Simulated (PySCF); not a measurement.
# One shape, several levels: MoF6 (molybdenum hexafluoride)

We compute a comparison of 6 runs (HF/STO-3G, HF/3-21G, HF/def2-SVP, BLYP/3-21G, CAM-B3LYP/def2-SVP, PBE0/def2-SVP) of MoF6 (molybdenum hexafluoride). 

Program for the calculation: PySCF 2.14.0.

### Step 1. The structure to begin with

The species is MoF6 (7 atoms), meant as a singlet with charge 0. As SMILES, `[F][Mo]([F])([F])([F])([F])[F]`. The shape is that of a PBE0-D4/def2-TZVP optimisation.

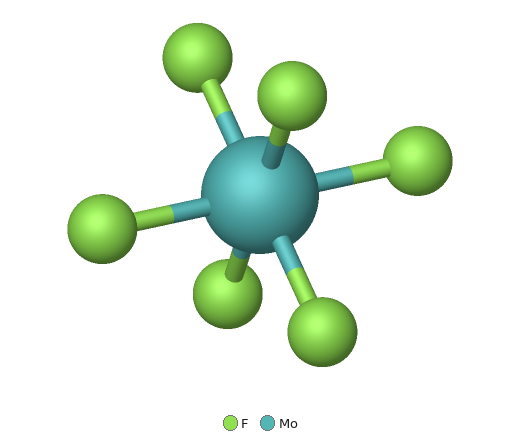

Viewed from a chosen angle; fluorine green, molybdenum teal.

### Step 2. Energy and forces at HF/STO-3G (run 1)

File calc.py:

```python
import pyscf.grad
from pyscf import gto, scf

system = gto.Mole()
system.atom = '''
F   -0.925160  -0.042080   1.563080
Mo   0.000010  -0.000010  -0.000020
F    1.418590  -0.786180   0.818850
F   -0.657190  -1.637440  -0.433480
F   -1.418950   0.786070  -0.818310
F    0.657480   1.637440   0.432970
F    0.925220   0.042200  -1.563080
'''
system.basis = 'sto-3g'
system.max_memory = 1860
system.charge = 0
system.verbose = 4
system.build()

myscf = scf.RHF(system)
myscf.conv_tol = 1e-10
myscf.kernel()
if not myscf.converged:
    myscf = myscf.newton().run(myscf.mo_coeff, myscf.mo_occ)

e_final = myscf.e_tot
print(f'total energy: {e_final:.8f} hartree')
grad = myscf.Gradients().kernel()
myscf.analyze()
```

The run is started by

```console
$ OMP_NUM_THREADS=1 python calc.py
```

Log:

```text
PySCF version 2.14.0

[... 79 lines left out ...]
One-electron Energy =                -8057.393687736558604
[... 13 lines left out ...]
MO #9   energy= -25.9331242954286  occ= 2
[... 11 lines left out ...]
MO #21  energy= -3.01004154250902  occ= 2
[... 11 lines left out ...]
MO #33  energy= -0.594453324330779 occ= 2
[... 11 lines left out ...]
MO #45  energy= -0.459755531242402 occ= 2
[... 11 lines left out ...]
MO #57  energy= 0.67461350404144   occ= 0
[... 67 lines left out ...]
Dipole moment(X, Y, Z, Debye):  0.00014, -0.00014, -0.00032
```

It took 19 s on 1 thread of Intel Xeon at 2.50GHz (Skylake/Cascade Lake), shared host; peak memory 0.13 GiB.

### Step 3. Energy and forces at HF/3-21G (run 2)

File calc.py:

```python
import pyscf.grad
from pyscf import gto

mol = gto.M(
    atom=[
    ('F', (-0.925160, -0.042080, 1.563080)),
    ('Mo', (0.000010, -0.000010, -0.000020)),
    ('F', (1.418590, -0.786180, 0.818850)),
    ('F', (-0.657190, -1.637440, -0.433480)),
    ('F', (-1.418950, 0.786070, -0.818310)),
    ('F', (0.657480, 1.637440, 0.432970)),
    ('F', (0.925220, 0.042200, -1.563080)),
],
    spin=0,
    basis='3-21g',
    charge=0,
    verbose=3,
    max_memory=1860,
)

mf = mol.RHF()
mf.conv_tol = 1e-10
mf.kernel()
if not mf.converged:
    mf = mf.newton().run(mf.mo_coeff, mf.mo_occ)

e_final = mf.e_tot
print('E(%s) = %.9f' % ('HF', e_final))
grad = mf.Gradients().kernel()
mf.analyze()
```

The run is started by

```console
$ OMP_NUM_THREADS=1 python calc.py
```

Log:

```text
converged SCF energy = -4549.99009772192
[... 26 lines left out ...]
MO #15  energy= -15.8366903580528  occ= 2
[... 14 lines left out ...]
MO #30  energy= -1.59880672439168  occ= 2
[... 14 lines left out ...]
MO #45  energy= -0.671000795964819 occ= 2
[... 14 lines left out ...]
MO #60  energy= 0.356417228644106  occ= 0
[... 14 lines left out ...]
MO #75  energy= 2.22939071887974   occ= 0
[... 14 lines left out ...]
MO #90  energy= 4.31873759961288   occ= 0
[... 8 lines left out ...]
Dipole moment(X, Y, Z, Debye):  0.00014, -0.00014, -0.00034
```

Wall time 22 s (1 thread of Intel Xeon at 2.50GHz (Skylake/Cascade Lake), shared host); peak memory 0.18 GiB.

Runs 3 to 4 aren't shown in full; the table further down has their settings and results.

### Step 4. Energy and forces at CAM-B3LYP/def2-SVP (core potential) (run 5)

File input.py:

```python
# molybdenum hexafluoride
import pyscf.grad
from pyscf import gto, dft

system = gto.M(
    atom='''
F     -1.748299    -0.079520     2.953793
Mo     0.000019    -0.000019    -0.000038
F      2.680747    -1.485665     1.547402
F     -1.241909    -3.094313    -0.819158
F     -2.681427     1.485457    -1.546382
F      1.242457     3.094313     0.818195
F      1.748412     0.079746    -2.953793
''',
    max_memory=1860,
    basis='def2-svp',
    verbose=3,
    unit='bohr',
    ecp={'Mo': 'def2-svp'},
)

calc0 = dft.RKS(system)
calc0.xc = 'cam-b3lyp'
calc0.conv_tol = 1e-10
calc0.grids.level = 5
calc0.kernel()
if not calc0.converged:
    calc0 = calc0.newton().run(calc0.mo_coeff, calc0.mo_occ)

etot = calc0.e_tot
print('Final energy', etot)
grad = calc0.Gradients().kernel()
dip = calc0.dip_moment()
pop, q = calc0.mulliken_pop()
```

The run is started by

```console
$ OMP_NUM_THREADS=1 python input.py
```

Log:

```text
converged SCF energy = -666.805948053371
Final energy -666.8059480533709
[... 10 lines left out ...]
Dipole moment(X, Y, Z, Debye):  0.00012, -0.00012, -0.00031
[... 123 lines left out ...]
charge of    6F =     -0.26586
```

Wall time 3.4 min (1 thread of Intel Xeon at 2.50GHz (Skylake/Cascade Lake), shared host); peak memory 1.2 GiB.

### Step 5. Energy and forces at PBE0/def2-SVP (core potential) (run 6)

File run.py:

```python
from pyscf import gto, dft

mol = gto.M(
    atom='''
F     -0.925160    -0.042080     1.563080
Mo     0.000010    -0.000010    -0.000020
F      1.418590    -0.786180     0.818850
F     -0.657190    -1.637440    -0.433480
F     -1.418950     0.786070    -0.818310
F      0.657480     1.637440     0.432970
F      0.925220     0.042200    -1.563080
''',
    ecp={'Mo': 'def2-svp'},
    max_memory=1860,
    verbose=3,
    basis='def2-svp',
)

mf = dft.RKS(mol, xc='pbe0')
mf.conv_tol = 1e-10
mf.grids.level = 5
mf.kernel()
if not mf.converged:
    mf = mf.newton().run(mf.mo_coeff, mf.mo_occ)

etot = mf.e_tot
print('E = %.10f Eh' % etot)
grad = mf.nuc_grad_method().kernel()
mf.analyze()
```

The run is started by

```console
$ OMP_NUM_THREADS=1 python run.py
```

Log:

```text
converged SCF energy = -666.404279909951
[... 26 lines left out ...]
MO #15  energy= -1.21696429103491  occ= 2
[... 19 lines left out ...]
MO #35  energy= -0.213813349841838 occ= 0
[... 19 lines left out ...]
MO #55  energy= 0.997883646317669  occ= 0
[... 19 lines left out ...]
MO #75  energy= 1.4018626799816    occ= 0
[... 19 lines left out ...]
MO #95  energy= 3.00265215688597   occ= 0
[... 19 lines left out ...]
MO #115 energy= 39.237415811981    occ= 0
[... 8 lines left out ...]
Dipole moment(X, Y, Z, Debye):  0.00012, -0.00012, -0.00030
```

It took 2.2 min on 1 thread of Intel Xeon at 2.50GHz (Skylake/Cascade Lake), shared host; peak memory 1.2 GiB.

### Step 6. The series

```csv
run,level,core potential,integration grid,energy (Eh),dipole moment (D),HOMO energy (eV),LUMO energy (eV),wall time
1,HF/STO-3G,–,–,-4524.340361,0.00,-11.98,2.30,19 s
2,HF/3-21G,–,–,-4549.990098,0.00,-18.18,-4.29,22 s
3,HF/def2-SVP (core potential),def2-svp,–,-663.720758,0.00,-18.70,-3.41,50 s
4,BLYP/3-21G,–,5,-4554.892418,0.00,-9.77,-5.73,1.7 min
5,CAM-B3LYP/def2-SVP (core potential),def2-svp,5,-666.805948,0.00,-14.32,-4.70,3.4 min
6,PBE0/def2-SVP (core potential),def2-svp,5,-666.404280,0.00,-12.84,-5.82,2.2 min
```

### Step 7. Results

| quantity | value |
| --- | --- |
| run 6: total energy | -666.40428 Eh |
| run 6: dipole moment | 0.00 D |
| run 6: HOMO energy | -12.84 eV |
| run 6: LUMO energy | -5.82 eV |
| run 6: HOMO–LUMO gap | 7.02 eV |
| run 6: largest force on an atom | 0.009 eV/Å |

In words: The HOMO–LUMO gap runs from 4.04 eV (BLYP/3-21G) to 15.29 eV (HF/def2-SVP). The two ends differ in method and basis and core potential. Totals of different functionals can't be ranked against each other. Some runs of one species differ in core potentials or relativity; totals across that change don't compare. In run 1 the basis is minimal, so the values are rough. In runs 1, 2, 4 relativity is left out where basis or elements ask for it. All runs together took 8.9 min, the longest 3.4 min.
